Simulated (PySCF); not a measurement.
**Excited-state calculation, with input and output: C₅H₁₁GaO**

C₅H₁₁GaO, computed with TDDFT wB97X-D/def2-SVPD, vertical, gas phase, core orbitals frozen in the response (PySCF 2.14.0).

The geometry comes from this level: GFN2-xTB. It belongs to a series of runs on one base structure; here: H on C replaced by C2H5.

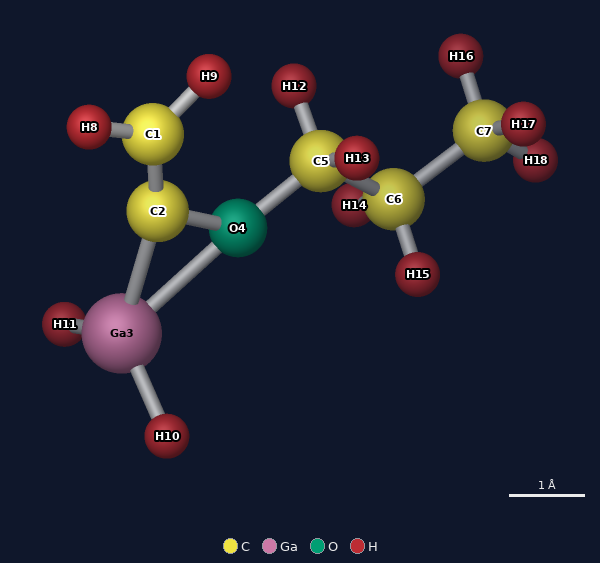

Figure 1. The input geometry (ball-and-stick view, seen at a tilt; atoms are numbered from 1 in the order of the input). Sticks mark near contacts. Bond lengths as drawn: C–C 1.32 to 1.52 Å, C–Ga 1.98 Å, C–H 1.08 to 1.10 Å, C–O 1.42 to 1.43 Å, Ga–H 1.56 Å and Ga–O 2.10 Å.

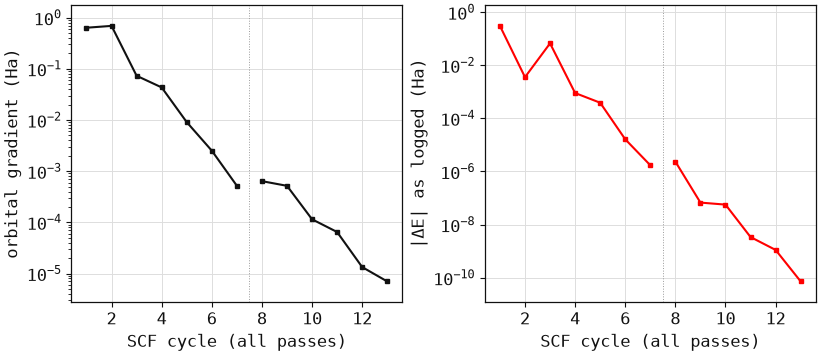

Figure 2. Convergence of the self-consistent field: orbital gradient and size of the energy change against the SCF cycle. The dotted line marks the change from a coarse to the final integration grid. The first 7 cycles use a coarse grid, the final grid takes over at cycle 8, and the field converges after 13 cycles in all.

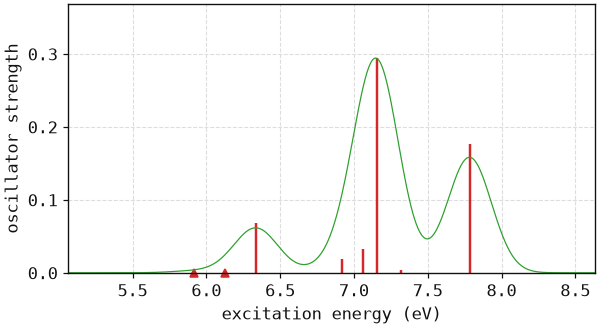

Figure 3. Computed excitations as sticks (degenerate states added up, dark ones marked on the axis), with a Gaussian envelope of 0.35 eV full width at half maximum, scaled to the tallest. Of the 8 states the lowest lies at 5.92 eV (f = 0.003); the strongest line is at 7.16 eV, or 173 nm (f = 0.294).

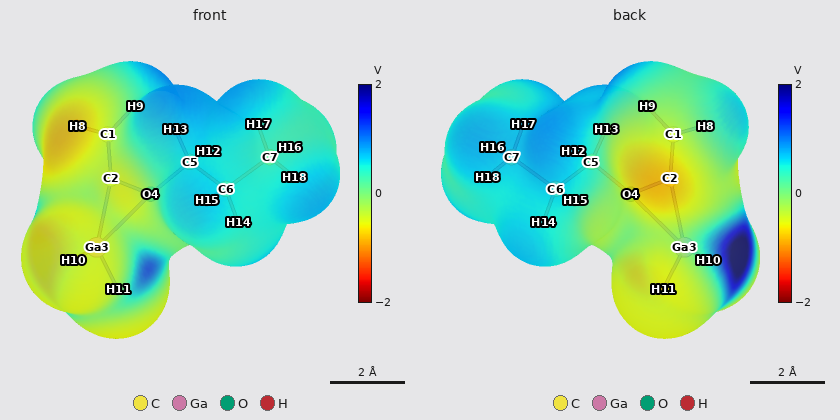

Figure 4. The electrostatic potential painted on the density surface at 0.002 e/bohr³, seen at a tilt and from behind; red is negative and blue positive. Its dipole moment is 2.26 D.

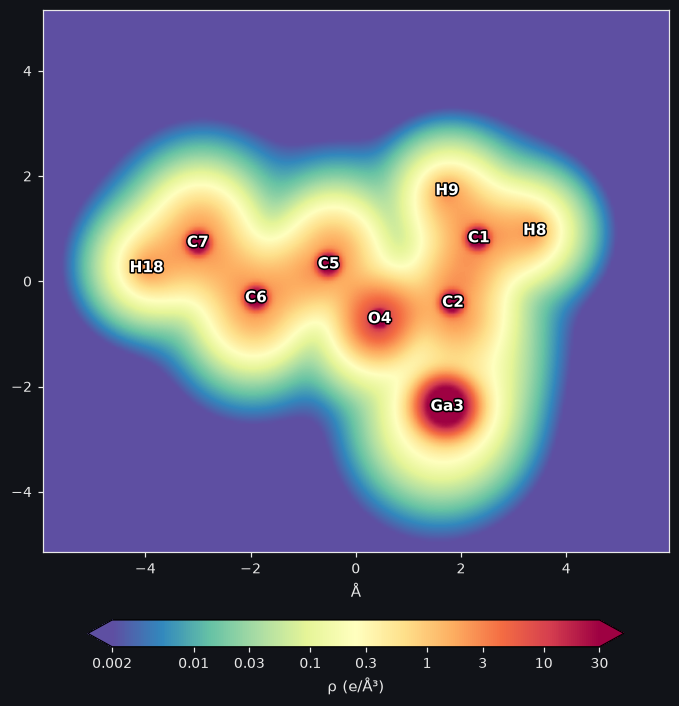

Figure 5. Electron density on the plane of atoms H8, C1 and H9. C–C (1.32 Å): ρ is about 2.3 e/Å³ halfway. C–Ga (1.98 Å): ρ at the midpoint is about 0.72 e/Å³. C–H (1.08 Å): ρ at the midpoint is about 2 e/Å³.

The input that produced these results follows, with the program's output.

## Input
```
{"job": {"kind": "uv", "xc": "wB97X-D", "basis": "def2-SVPD", "nstates": 8, "ntriplets": 3}, "charge": 0, "multiplicity": 1}
C     -1.862447     0.619313    -2.008282
C     -2.014137     0.241729    -0.750437
Ga    -2.848864    -0.322253     0.952063
O     -0.934920    -0.031426     0.140826
C      0.413752     0.103917    -0.291165
C      1.326145    -0.246628     0.877217
C      2.796107    -0.149154     0.491032
H     -2.734994     0.801680    -2.612028
H     -0.907517     0.762573    -2.494448
H     -3.014108     0.703490     2.112674
H     -3.100079    -1.837258     1.223381
H      0.595625    -0.572933    -1.135538
H      0.586874     1.137452    -0.616678
H      1.090449    -1.261340     1.208153
H      1.107120     0.433115     1.704412
H      3.028764    -0.847742    -0.309589
H      3.037452     0.855828     0.152255
H      3.426019    -0.384046     1.344495
```

The first line tells a small driver script what to run in PySCF; the rest is the geometry in Å.

Launch command:
```bash
OMP_NUM_THREADS=1 python <driver script> task.json out
```

## The program's output
```
coarse grid: 65688 points
cycle   1  E = -2196.6334967948  dE =  3.017e-01  |g| = 6.342e-01  |ddm| = 6.178e+00
cycle   2  E = -2196.6370407608  dE = -3.544e-03  |g| = 6.889e-01  |ddm| = 1.699e+00
cycle   3  E = -2196.7033455120  dE = -6.630e-02  |g| = 7.302e-02  |ddm| = 9.794e-01
cycle   4  E = -2196.7042397227  dE = -8.942e-04  |g| = 4.323e-02  |ddm| = 1.550e-01
cycle   5  E = -2196.7046250125  dE = -3.853e-04  |g| = 9.074e-03  |ddm| = 7.602e-02
cycle   6  E = -2196.7046412038  dE = -1.619e-05  |g| = 2.513e-03  |ddm| = 2.075e-02
cycle   7  E = -2196.7046429076  dE = -1.704e-06  |g| = 5.181e-04  |ddm| = 6.387e-03
final grid: 139632 points
cycle   8  E = -2196.7046993183  dE = -2.340e-06  |g| = 6.376e-04  |ddm| = 1.667e-02
cycle   9  E = -2196.7046993853  dE = -6.692e-08  |g| = 5.168e-04  |ddm| = 2.515e-03
cycle  10  E = -2196.7046994414  dE = -5.615e-08  |g| = 1.147e-04  |ddm| = 7.761e-04
cycle  11  E = -2196.7046994448  dE = -3.372e-09  |g| = 6.465e-05  |ddm| = 3.273e-04
cycle  12  E = -2196.7046994459  dE = -1.104e-09  |g| = 1.336e-05  |ddm| = 1.292e-04
cycle  13  E = -2196.7046994460  dE = -7.185e-11  |g| = 7.000e-06  |ddm| = 4.250e-05
converged SCF energy = -2196.7046994460

Static polarisability (au): isotropic 96.411, principal 79.252 101.499 108.480

Singlet excitations
state   eV       nm        f      main configurations
  1   5.9150    209.6   0.00279   H->L 0.92
  2   6.1289    202.3   0.00129   H-2->L 0.82, H-1->L 0.10
  3   6.3359    195.7   0.06817   H-1->L 0.82, H-2->L 0.10
  4   6.9164    179.3   0.01885   H->L+1 0.57, H-1->L+2 0.15, H->L+4 0.14
  5   7.0587    175.6   0.03239   H-1->L+2 0.69, H->L+4 0.12, H->L+1 0.08
  6   7.1582    173.2   0.29438   H->L+2 0.90
  7   7.3204    169.4   0.00376   H->L+5 0.33, H->L+4 0.26, H->L+9 0.12
  8   7.7832    159.3   0.17647   H-2->L+1 0.64, H-1->L+1 0.11

Triplet excitations (Tamm-Dancoff, eV): 4.5860 5.7029 5.8497
```

## Key numbers

| quantity | value |
| --- | --- |
| outcome | converged |
| total energy | −2196.704699 hartree |
| HOMO | −8.91 eV |
| LUMO | 1.07 eV |
| dipole moment | 2.26 D |
| mean polarisability | 96.41 a.u. |
| lowest singlet excitation | 5.92 eV |
| hardware | 1 CPU thread, shared host |
| wall time | 2.5 min |
| peak memory | 1.1 GiB |

## Notes

Spin–orbit coupling is left out, which matters for the heavy atoms.
